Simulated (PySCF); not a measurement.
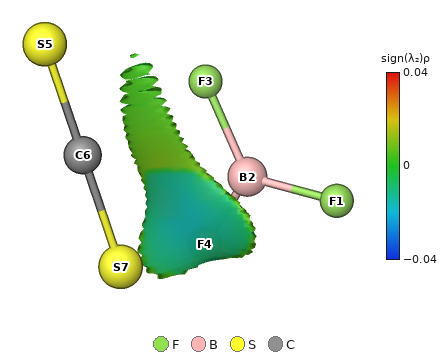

Figure. CBF$_{3}$S$_{2}$, SMILES `FB(F)F.S=C=S`. Non-covalent interaction surfaces between the fragments (reduced density gradient s = 0.6, coloured by sign(λ₂)ρ in a.u.; trimmed to the region between the fragments where ρ is under 0.06 a.u.). Fragment A: BF3 (atoms 1–4); fragment B: CS2.

Level of theory: TPSS/def2-SVPD (PySCF), at a geometry from GFN2-xTB. GFN2-xTB bond lengths at metals and heavier atoms can be off by up to 0.1 Å and shapes distorted, which carries into these values.

Geometry (Å), atoms numbered from 1:

```
F1       2.0795    0.1491    1.2381
B2       1.7918    0.4414    0.0017
F3       0.9963    1.4427   -0.2581
F4       2.3852   -0.1840   -0.9743
S5      -2.6249    0.7050   -0.0003
C6      -1.5309   -0.3884   -0.0012
S7      -0.4327   -1.4891   -0.0031
```

Interpret the surfaces between the fragments.

Answer. Bond critical points between the fragments: B2···S7, 2.94 Å, ρ = 0.014 a.u. It is weak and appears green (van der Waals range). The pose is a local one from a semi-empirical search, not shown to be the most stable.

How strongly are they bound?

Answer. The counterpoise-corrected interaction energy of the frozen fragments is +1.1 kcal/mol without dispersion correction and −1.0 kcal/mol with D3(BJ). The pair geometry is semi-empirical, not a minimum at this level.

The PySCF run took 110 s on 1 thread of Arm Neoverse V2, on a shared host, peak memory 0.66 GiB.
